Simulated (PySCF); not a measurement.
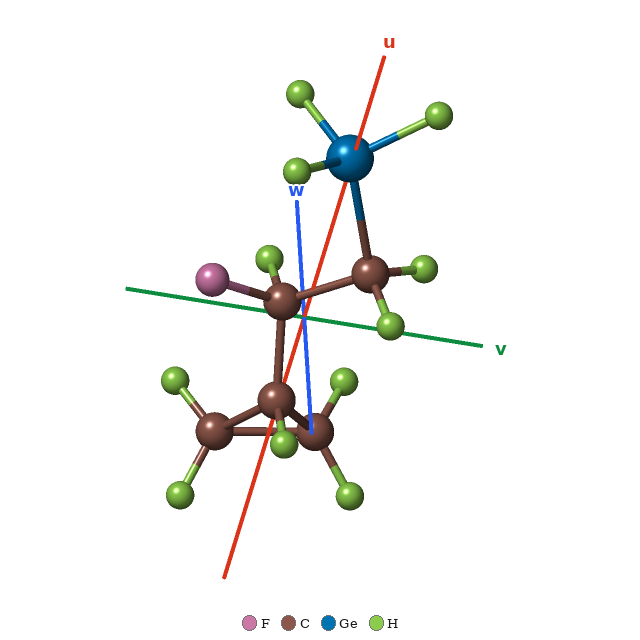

The lines u, v and w are the principal axes of the static dipole polarisability. The computed structure is the end point of a GFN2-xTB optimisation. No frequency run is at hand to confirm it as a minimum. Computed with CAM-B3LYP/def2-SVPD (PySCF 2.14.0).

Along which axis is the molecule most polarisable, and along which least?

Answer. Most along u, least along w.

Give the three principal values.

Answer. u 107.7, v 81.7, w 76.7 bohr³; mean 88.7, anisotropy 28.8 bohr³.

The geometry is semi-empirical. Around Ge such bond lengths and angles can be off by a tenth of an ångström or more and by several degrees, and values that hang on the shape move with them.
